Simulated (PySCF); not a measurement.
Molecule: C2H6BF3Si, SMILES BCC[Si](F)(F)F. Atoms near the plane z = 1.2 Å, at the GFN2-xTB optimised geometry (x, y, z in Å): Si4 (0.1, -0.2, 0.0), F5 (-0.2, -0.7, 1.5), F6 (1.7, -0.2, 0.0), F7 (-0.2, 1.4, 0.0).

Method: PBE/def2-TZVP in PySCF 2.14.0. Cells within 0.4 Å of a nucleus heavier than hydrogen are left out (blank, or x). The values are rescaled to run from 0 to 1.

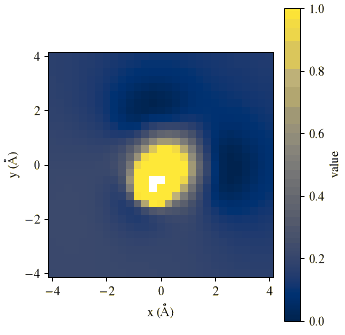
Figure. a field on the plane z = 1.2 Å.

Task: Which quantity is mapped?
A) electrostatic potential
B) log10 of the electron density
C) an orbital amplitude
D) deformation density (molecule minus spherical neutral atoms)

Result: A, electrostatic potential. In full: electrostatic potential (hartree/e), clipped to [-0.08, 0.12].
